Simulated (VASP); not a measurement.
Band structure of GaAs (zinc blende). Level of theory: PBEsol GGA, VASP's PBE PAW potentials (set 64) (plane waves; VASP 6.6.1).

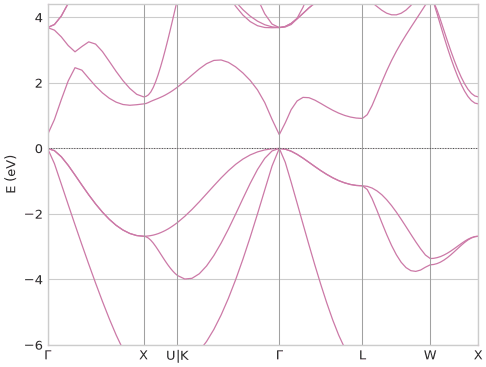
Fig. 1. Bands along high-symmetry lines, zero at the valence-band maximum or, without a gap, the Fermi level

Question: Read the plot: is there a gap, and where are the band edges?

Answer: The gap is direct, 0.42 eV, from the valence maximum at Γ to the conduction minimum at Γ. (Edges off the drawn lines would not show.)

Measured: gap 1.57 eV (computed value off by -1.15 eV), as given by Wei Chen et al., Physical Review Materials (2018), doi:10.1103/physrevmaterials.2.073803 [zero-point renormalisation of 0.05 eV added back (the table's ZPR column)].

The compound is GaAs in the zinc blende structure. It was relaxed first.
